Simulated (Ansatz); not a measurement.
## Si₂NH₇O₂: molecular dynamics (part 1 of 4)

- system: Si₂NH₇O₂
- method: RKS PBE-D4/STO-3G (Ansatz 0.2.0)

It belongs to a series of runs on one base structure; here: dynamics from the last frame of an earlier run. Figures and captions count atoms from 1; the log counts them from 0 in places.

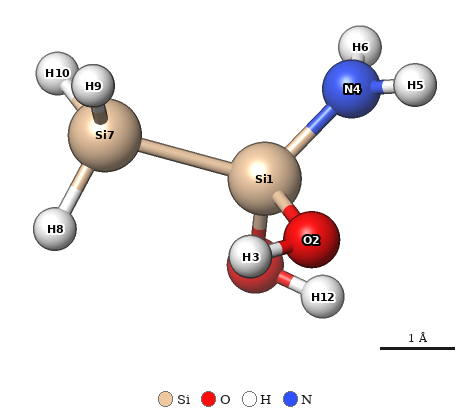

Figure 1. The structure as given in the input (ball-and-stick view, seen at a tilt; atoms are numbered from 1 in the order of the input). Bond lengths as drawn: H–N 1.08 to 1.09 Å, H–O 1.03 to 1.04 Å, H–Si 1.46 to 1.47 Å, N–Si 1.72 Å, O–Si 1.67 to 1.75 Å and Si–Si 2.30 Å.

### Summary

- outcome: finished
- mean temperature over the second half: 244 K
- trajectory: 250 steps, 125 fs
- ensemble: nvt_nose_hoover
- temperature in the input: 200.0 K
- time step: 0.5 fs
- potential energy (last step): −21179.4357 eV
- mean-field energy (last step): −21179.1674 eV
- largest force (length of the vector) (last step): 2.099 eV/Å
- hardware: 1 thread of Arm Neoverse V1, 24 GiB of memory available, shared host
- wall time: 11 min
- peak memory: 0.098 GiB

So short a trajectory is not equilibrated.

### Input file
```yaml
crystal:
  periodic: [false, false, false]
  atoms:
    - { symbol: Si, position_ang: [-0.158609, -0.110705, -0.119745] }
    - { symbol: O, position_ang: [-0.332643, -0.356697, 1.521471] }
    - { symbol: H, position_ang: [-0.975041, 0.400538, 1.785176] }
    - { symbol: "N", position_ang: [1.516356, -0.468041, -0.322887] }
    - { symbol: H, position_ang: [2.131388, -0.763451, 0.510136] }
    - { symbol: H, position_ang: [1.964102, -0.719525, -1.287564] }
    - { symbol: Si, position_ang: [-0.964169, 1.934948, -0.780608] }
    - { symbol: H, position_ang: [-2.393557, 1.820592, -0.527025] }
    - { symbol: H, position_ang: [-0.41463, 3.013779, 0.050776] }
    - { symbol: H, position_ang: [-0.761388, 2.32481, -2.186945] }
    - { symbol: O, position_ang: [-1.28209, -1.222721, -0.866383] }
    - { symbol: H, position_ang: [-1.058145, -1.999146, -0.212875] }
basis:
  gaussian: { orbitals: STO-3G }
hamiltonian:
  xc: pbe
  dispersion: d4
md:
  timestep: 0.5
  n_steps: 250
  ensemble: nvt_nose_hoover
  temperature: 200.0
  initial_velocities: maxwell_boltzmann
  seed: 895570
  nose_hoover: { tau: 100.0, chain_length: 5 }
```

Launched with:
```bash
ansatz run input.yaml --threads 1 --pin off --max-ram 2048MiB --backend cpu --events-out ev --progress --plain --runs-dir out
```

### Output
```
Engine: ansatz 0.2.0, aarch64-unknown-linux-gnu
Functional definition: PBE
  parameter kappa = 0.804
  parameter beta = 0.06672455060314922
  exchange = pbe_x(kappa = kappa, mu = beta*pi^2/3)
  correlation = pbe_c(beta = beta)
553 factors; integrals over basis functions are off by at most 1.1e-5 eV
mean field evaluation 1: about -21174.3052 eV, gradient 3.8e1 eV
mean field evaluation 2: about -21166.5519 eV, gradient 6.3e1 eV
mean field evaluation 4: about -21179.0648 eV, gradient 4.1e0 eV
mean field evaluation 8: about -21179.0431 eV, gradient 5.8e-2 eV
mean field -21179.04311984 eV, -778.3154789831 hartree, gradient 4.3e-5 eV, S^2 0.000000; 0 other end points of the search recorded, 0 dependent functions left out
the calculation of the forces begins
reference -21179.04314618 eV, -778.3154799511 hartree; 29, 29 occupied and 11, 11 virtual orbitals, 553 factors
md step     0: t =     0.00 fs  T =   200.0 K  F+E_penalty+E_count = -21179.31274540 eV  E_kin = 0.258520 eV  conserved = -21179.05422541 eV  (23 SCF iters)
these checks for a lower state are left out or cut short: starts, cluster_reference, orbital_swaps, neighbouring_geometries, increment
553 factors; integrals over basis functions are off by at most 1.1e-5 eV
mean field evaluation 16: about -21179.1235 eV, gradient 5.3e-1 eV
mean field -21179.05055586 eV, -778.3157522518 hartree, gradient 2.1e-5 eV, S^2 0.000000; 0 other end points of the search recorded, 0 dependent functions left out
the calculation of the forces begins
reference -21179.05058221 eV, -778.3157532203 hartree; 29, 29 occupied and 11, 11 virtual orbitals, 553 factors
md step     1: t =     0.50 fs  T =   205.7 K  F+E_penalty+E_count = -21179.32047834 eV  E_kin = 0.265915 eV  conserved = -21179.05456325 eV  (27 SCF iters)
[... from here on the SCF iterations and repeated set-up lines of each step are left out, up to the last step ...]
md step     2: t =     1.00 fs  T =   218.0 K  F+E_penalty+E_count = -21179.33688144 eV  E_kin = 0.281761 eV  conserved = -21179.05511958 eV  (27 SCF iters)
md step     3: t =     1.50 fs  T =   230.2 K  F+E_penalty+E_count = -21179.35332296 eV  E_kin = 0.297573 eV  conserved = -21179.05574755 eV  (27 SCF iters)
md step     4: t =     2.00 fs  T =   235.2 K  F+E_penalty+E_count = -21179.36029180 eV  E_kin = 0.304063 eV  conserved = -21179.05622273 eV  (28 SCF iters)
md step     5: t =     2.50 fs  T =   228.0 K  F+E_penalty+E_count = -21179.35099233 eV  E_kin = 0.294692 eV  conserved = -21179.05628703 eV  (27 SCF iters)
md step     6: t =     3.00 fs  T =   208.5 K  F+E_penalty+E_count = -21179.32525129 eV  E_kin = 0.269446 eV  conserved = -21179.05578394 eV  (27 SCF iters)
md step     7: t =     3.50 fs  T =   183.2 K  F+E_penalty+E_count = -21179.29161801 eV  E_kin = 0.236746 eV  conserved = -21179.05484325 eV  (27 SCF iters)
md step     8: t =     4.00 fs  T =   163.2 K  F+E_penalty+E_count = -21179.26499461 eV  E_kin = 0.211007 eV  conserved = -21179.05395286 eV  (27 SCF iters)
md step     9: t =     4.50 fs  T =   158.8 K  F+E_penalty+E_count = -21179.25904692 eV  E_kin = 0.205292 eV  conserved = -21179.05371609 eV  (27 SCF iters)
md step    10: t =     5.00 fs  T =   172.4 K  F+E_penalty+E_count = -21179.27725160 eV  E_kin = 0.222855 eV  conserved = -21179.05435646 eV  (27 SCF iters)
md step    11: t =     5.50 fs  T =   196.7 K  F+E_penalty+E_count = -21179.30972625 eV  E_kin = 0.254227 eV  conserved = -21179.05545817 eV  (26 SCF iters)
md step    12: t =     6.00 fs  T =   219.0 K  F+E_penalty+E_count = -21179.33939088 eV  E_kin = 0.283046 eV  conserved = -21179.05630443 eV  (26 SCF iters)
md step    13: t =     6.50 fs  T =   229.1 K  F+E_penalty+E_count = -21179.35263438 eV  E_kin = 0.296138 eV  conserved = -21179.05645447 eV  (26 SCF iters)
md step    14: t =     7.00 fs  T =   224.5 K  F+E_penalty+E_count = -21179.34619946 eV  E_kin = 0.290187 eV  conserved = -21179.05596625 eV  (26 SCF iters)
md step    15: t =     7.50 fs  T =   210.0 K  F+E_penalty+E_count = -21179.32675410 eV  E_kin = 0.271508 eV  conserved = -21179.05519559 eV  (26 SCF iters)
md step    16: t =     8.00 fs  T =   194.3 K  F+E_penalty+E_count = -21179.30573663 eV  E_kin = 0.251177 eV  conserved = -21179.05450367 eV  (26 SCF iters)
md step    17: t =     8.50 fs  T =   185.4 K  F+E_penalty+E_count = -21179.29378099 eV  E_kin = 0.239619 eV  conserved = -21179.05410132 eV  (25 SCF iters)
md step    18: t =     9.00 fs  T =   188.1 K  F+E_penalty+E_count = -21179.29722001 eV  E_kin = 0.243105 eV  conserved = -21179.05405066 eV  (26 SCF iters)
md step    19: t =     9.50 fs  T =   203.1 K  F+E_penalty+E_count = -21179.31689364 eV  E_kin = 0.262501 eV  conserved = -21179.05432468 eV  (26 SCF iters)
md step    20: t =    10.00 fs  T =   227.1 K  F+E_penalty+E_count = -21179.34847305 eV  E_kin = 0.293550 eV  conserved = -21179.05485171 eV  (26 SCF iters)
md step    21: t =    10.50 fs  T =   253.8 K  F+E_penalty+E_count = -21179.38365455 eV  E_kin = 0.328063 eV  conserved = -21179.05551358 eV  (26 SCF iters)
md step    22: t =    11.00 fs  T =   275.4 K  F+E_penalty+E_count = -21179.41218117 eV  E_kin = 0.355968 eV  conserved = -21179.05612287 eV  (26 SCF iters)
md step    23: t =    11.50 fs  T =   285.0 K  F+E_penalty+E_count = -21179.42494201 eV  E_kin = 0.368408 eV  conserved = -21179.05642484 eV  (26 SCF iters, 3 dispersion substeps)
md step    24: t =    12.00 fs  T =   279.8 K  F+E_penalty+E_count = -21179.41795294 eV  E_kin = 0.361632 eV  conserved = -21179.05618490 eV  (28 SCF iters, 3 dispersion substeps)
md step    25: t =    12.50 fs  T =   263.2 K  F+E_penalty+E_count = -21179.39574723 eV  E_kin = 0.340201 eV  conserved = -21179.05537740 eV  (26 SCF iters, 3 dispersion substeps)
md step    26: t =    13.00 fs  T =   245.1 K  F+E_penalty+E_count = -21179.37135122 eV  E_kin = 0.316786 eV  conserved = -21179.05436058 eV  (26 SCF iters, 3 dispersion substeps)
md step    27: t =    13.50 fs  T =   237.1 K  F+E_penalty+E_count = -21179.36052546 eV  E_kin = 0.306503 eV  conserved = -21179.05377979 eV  (26 SCF iters, 3 dispersion substeps)
md step    28: t =    14.00 fs  T =   245.8 K  F+E_penalty+E_count = -21179.37208259 eV  E_kin = 0.317712 eV  conserved = -21179.05408737 eV  (26 SCF iters, 3 dispersion substeps)
md step    29: t =    14.50 fs  T =   267.6 K  F+E_penalty+E_count = -21179.40133339 eV  E_kin = 0.345913 eV  conserved = -21179.05508978 eV  (27 SCF iters, 3 dispersion substeps)
md step    30: t =    15.00 fs  T =   291.2 K  F+E_penalty+E_count = -21179.43294841 eV  E_kin = 0.376464 eV  conserved = -21179.05609636 eV  (26 SCF iters, 3 dispersion substeps)
md step    31: t =    15.50 fs  T =   304.9 K  F+E_penalty+E_count = -21179.45111558 eV  E_kin = 0.394136 eV  conserved = -21179.05652069 eV  (26 SCF iters, 3 dispersion substeps)
md step    32: t =    16.00 fs  T =   303.0 K  F+E_penalty+E_count = -21179.44847567 eV  E_kin = 0.391675 eV  conserved = -21179.05626076 eV  (26 SCF iters, 3 dispersion substeps)
md step    33: t =    16.50 fs  T =   287.7 K  F+E_penalty+E_count = -21179.42811665 eV  E_kin = 0.371891 eV  conserved = -21179.05559599 eV  (26 SCF iters, 3 dispersion substeps)
md step    34: t =    17.00 fs  T =   266.2 K  F+E_penalty+E_count = -21179.39971043 eV  E_kin = 0.344102 eV  conserved = -21179.05488718 eV  (27 SCF iters, 3 dispersion substeps)
md step    35: t =    17.50 fs  T =   246.7 K  F+E_penalty+E_count = -21179.37406814 eV  E_kin = 0.318879 eV  conserved = -21179.05437782 eV  (26 SCF iters, 3 dispersion substeps)
md step    36: t =    18.00 fs  T =   235.3 K  F+E_penalty+E_count = -21179.35921684 eV  E_kin = 0.304157 eV  conserved = -21179.05415961 eV  (26 SCF iters, 3 dispersion substeps)
md step    37: t =    18.50 fs  T =   234.8 K  F+E_penalty+E_count = -21179.35871785 eV  E_kin = 0.303497 eV  conserved = -21179.05423183 eV  (25 SCF iters, 3 dispersion substeps)
md step    38: t =    19.00 fs  T =   244.4 K  F+E_penalty+E_count = -21179.37152218 eV  E_kin = 0.315885 eV  conserved = -21179.05455410 eV  (27 SCF iters, 3 dispersion substeps)
md step    39: t =    19.50 fs  T =   260.2 K  F+E_penalty+E_count = -21179.39257489 eV  E_kin = 0.336326 eV  conserved = -21179.05506259 eV  (27 SCF iters, 3 dispersion substeps)
md step    40: t =    20.00 fs  T =   276.2 K  F+E_penalty+E_count = -21179.41392752 eV  E_kin = 0.356983 eV  conserved = -21179.05564422 eV  (28 SCF iters, 3 dispersion substeps)
md step    41: t =    20.50 fs  T =   285.6 K  F+E_penalty+E_count = -21179.42667094 eV  E_kin = 0.369133 eV  conserved = -21179.05611021 eV  (26 SCF iters, 3 dispersion substeps)
md step    42: t =    21.00 fs  T =   283.3 K  F+E_penalty+E_count = -21179.42399505 eV  E_kin = 0.366215 eV  conserved = -21179.05621582 eV  (27 SCF iters, 3 dispersion substeps)
md step    43: t =    21.50 fs  T =   268.8 K  F+E_penalty+E_count = -21179.40490661 eV  E_kin = 0.347420 eV  conserved = -21179.05578266 eV  (28 SCF iters, 3 dispersion substeps)
md step    44: t =    22.00 fs  T =   247.5 K  F+E_penalty+E_count = -21179.37668638 eV  E_kin = 0.319951 eV  conserved = -21179.05489490 eV  (27 SCF iters, 3 dispersion substeps)
md step    45: t =    22.50 fs  T =   230.0 K  F+E_penalty+E_count = -21179.35324984 eV  E_kin = 0.297279 eV  conserved = -21179.05400058 eV  (27 SCF iters, 3 dispersion substeps)
md step    46: t =    23.00 fs  T =   226.3 K  F+E_penalty+E_count = -21179.34824770 eV  E_kin = 0.292469 eV  conserved = -21179.05368179 eV  (28 SCF iters, 3 dispersion substeps)
md step    47: t =    23.50 fs  T =   239.9 K  F+E_penalty+E_count = -21179.36647964 eV  E_kin = 0.310074 eV  conserved = -21179.05417705 eV  (28 SCF iters, 3 dispersion substeps)
md step    48: t =    24.00 fs  T =   265.3 K  F+E_penalty+E_count = -21179.40046343 eV  E_kin = 0.342945 eV  conserved = -21179.05514326 eV  (28 SCF iters, 3 dispersion substeps)
md step    49: t =    24.50 fs  T =   291.6 K  F+E_penalty+E_count = -21179.43543165 eV  E_kin = 0.376924 eV  conserved = -21179.05596444 eV  (27 SCF iters, 3 dispersion substeps)
md step    50: t =    25.00 fs  T =   309.0 K  F+E_penalty+E_count = -21179.45844634 eV  E_kin = 0.399473 eV  conserved = -21179.05624083 eV  (27 SCF iters, 3 dispersion substeps)
md step    51: t =    25.50 fs  T =   313.8 K  F+E_penalty+E_count = -21179.46459884 eV  E_kin = 0.405681 eV  conserved = -21179.05597717 eV  (27 SCF iters, 3 dispersion substeps)
md step    52: t =    26.00 fs  T =   308.5 K  F+E_penalty+E_count = -21179.45731214 eV  E_kin = 0.398723 eV  conserved = -21179.05542941 eV  (26 SCF iters, 3 dispersion substeps)
md step    53: t =    26.50 fs  T =   299.0 K  F+E_penalty+E_count = -21179.44468535 eV  E_kin = 0.386425 eV  conserved = -21179.05487550 eV  (26 SCF iters, 3 dispersion substeps)
md step    54: t =    27.00 fs  T =   291.8 K  F+E_penalty+E_count = -21179.43524470 eV  E_kin = 0.377146 eV  conserved = -21179.05448554 eV  (27 SCF iters, 3 dispersion substeps)
md step    55: t =    27.50 fs  T =   291.7 K  F+E_penalty+E_count = -21179.43516119 eV  E_kin = 0.376998 eV  conserved = -21179.05431610 eV  (27 SCF iters, 3 dispersion substeps)
md step    56: t =    28.00 fs  T =   300.7 K  F+E_penalty+E_count = -21179.44719697 eV  E_kin = 0.388744 eV  conserved = -21179.05435779 eV  (25 SCF iters, 3 dispersion substeps)
md step    57: t =    28.50 fs  T =   318.6 K  F+E_penalty+E_count = -21179.47071642 eV  E_kin = 0.411767 eV  conserved = -21179.05458503 eV  (28 SCF iters, 3 dispersion substeps)
md step    58: t =    29.00 fs  T =   342.3 K  F+E_penalty+E_count = -21179.50206894 eV  E_kin = 0.442438 eV  conserved = -21179.05496640 eV  (26 SCF iters, 3 dispersion substeps)
md step    59: t =    29.50 fs  T =   367.2 K  F+E_penalty+E_count = -21179.53515186 eV  E_kin = 0.474702 eV  conserved = -21179.05544538 eV  (28 SCF iters, 3 dispersion substeps)
md step    60: t =    30.00 fs  T =   387.7 K  F+E_penalty+E_count = -21179.56241267 eV  E_kin = 0.501115 eV  conserved = -21179.05591116 eV  (28 SCF iters, 3 dispersion substeps)
md step    61: t =    30.50 fs  T =   398.2 K  F+E_penalty+E_count = -21179.57666733 eV  E_kin = 0.514662 eV  conserved = -21179.05619676 eV  (28 SCF iters, 3 dispersion substeps)
md step    62: t =    31.00 fs  T =   395.6 K  F+E_penalty+E_count = -21179.57370263 eV  E_kin = 0.511310 eV  conserved = -21179.05613175 eV  (27 SCF iters, 3 dispersion substeps)
md step    63: t =    31.50 fs  T =   380.9 K  F+E_penalty+E_count = -21179.55477518 eV  E_kin = 0.492385 eV  conserved = -21179.05566172 eV  (26 SCF iters, 3 dispersion substeps)
md step    64: t =    32.00 fs  T =   359.8 K  F+E_penalty+E_count = -21179.52724074 eV  E_kin = 0.465085 eV  conserved = -21179.05496005 eV  (27 SCF iters, 3 dispersion substeps)
md step    65: t =    32.50 fs  T =   340.2 K  F+E_penalty+E_count = -21179.50177940 eV  E_kin = 0.439724 eV  conserved = -21179.05439818 eV  (27 SCF iters, 3 dispersion substeps)
md step    66: t =    33.00 fs  T =   328.3 K  F+E_penalty+E_count = -21179.48684231 eV  E_kin = 0.424424 eV  conserved = -21179.05430548 eV  (27 SCF iters, 3 dispersion substeps)
md step    67: t =    33.50 fs  T =   325.3 K  F+E_penalty+E_count = -21179.48382536 eV  E_kin = 0.420547 eV  conserved = -21179.05470493 eV  (27 SCF iters, 3 dispersion substeps)
md step    68: t =    34.00 fs  T =   326.8 K  F+E_penalty+E_count = -21179.48670826 eV  E_kin = 0.422359 eV  conserved = -21179.05530162 eV  (27 SCF iters, 3 dispersion substeps)
md step    69: t =    34.50 fs  T =   325.7 K  F+E_penalty+E_count = -21179.48632773 eV  E_kin = 0.421056 eV  conserved = -21179.05573669 eV  (27 SCF iters, 3 dispersion substeps)
md step    70: t =    35.00 fs  T =   317.1 K  F+E_penalty+E_count = -21179.47572544 eV  E_kin = 0.409864 eV  conserved = -21179.05583157 eV  (27 SCF iters, 3 dispersion substeps)
md step    71: t =    35.50 fs  T =   299.3 K  F+E_penalty+E_count = -21179.45301048 eV  E_kin = 0.386870 eV  conserved = -21179.05562441 eV  (27 SCF iters, 3 dispersion substeps)
md step    72: t =    36.00 fs  T =   274.5 K  F+E_penalty+E_count = -21179.42100842 eV  E_kin = 0.354770 eV  conserved = -21179.05525940 eV  (28 SCF iters, 3 dispersion substeps)
md step    73: t =    36.50 fs  T =   246.7 K  F+E_penalty+E_count = -21179.38520021 eV  E_kin = 0.318924 eV  conserved = -21179.05486989 eV  (29 SCF iters, 3 dispersion substeps)
md step    74: t =    37.00 fs  T =   220.7 K  F+E_penalty+E_count = -21179.35165921 eV  E_kin = 0.285330 eV  conserved = -21179.05453565 eV  (29 SCF iters, 3 dispersion substeps)
md step    75: t =    37.50 fs  T =   200.6 K  F+E_penalty+E_count = -21179.32570643 eV  E_kin = 0.259263 eV  conserved = -21179.05429911 eV  (25 SCF iters, 3 dispersion substeps)
md step    76: t =    38.00 fs  T =   189.1 K  F+E_penalty+E_count = -21179.31113678 eV  E_kin = 0.244474 eV  conserved = -21179.05419249 eV  (29 SCF iters, 3 dispersion substeps)
md step    77: t =    38.50 fs  T =   187.7 K  F+E_penalty+E_count = -21179.30964662 eV  E_kin = 0.242613 eV  conserved = -21179.05424841 eV  (29 SCF iters, 3 dispersion substeps)
md step    78: t =    39.00 fs  T =   195.5 K  F+E_penalty+E_count = -21179.32032712 eV  E_kin = 0.252736 eV  conserved = -21179.05448604 eV  (29 SCF iters, 3 dispersion substeps)
md step    79: t =    39.50 fs  T =   209.7 K  F+E_penalty+E_count = -21179.33942852 eV  E_kin = 0.271101 eV  conserved = -21179.05488359 eV  (29 SCF iters, 3 dispersion substeps)
md step    80: t =    40.00 fs  T =   225.6 K  F+E_penalty+E_count = -21179.36079769 eV  E_kin = 0.291635 eV  conserved = -21179.05535294 eV  (29 SCF iters, 3 dispersion substeps)
md step    81: t =    40.50 fs  T =   237.8 K  F+E_penalty+E_count = -21179.37734700 eV  E_kin = 0.307411 eV  conserved = -21179.05573513 eV  (28 SCF iters, 3 dispersion substeps)
```
